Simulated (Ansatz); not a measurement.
Start from NaCl in the rock salt structure (space group Fm-3m, No. 225; a = 5.602 Å).

Modification: 0.132 electrons added to each cell, a density of 3.0×10^21 cm⁻³, with a uniform compensating background at fixed cell and a 300 K Fermi–Dirac width.

Method: PBEsol in Ansatz (plane waves to 420 eV, PAW, no spin-orbit coupling).

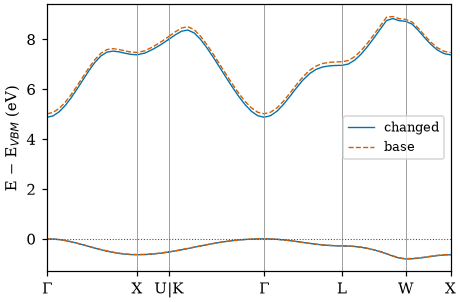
*Highest valence and lowest conduction band along the path, each from its own valence-band maximum*

**Question.** Read the changed gap and its character from the plot.

**Answer.** About 4.9 eV, direct at Γ.

Charged cell with a jellium background: band edges are those of the host's band count, energies are not comparable with the neutral cell, and many-body gap narrowing is missing. Stability against distortions was not tested.

Ansatz is a quantum-chemistry and plane-wave program.
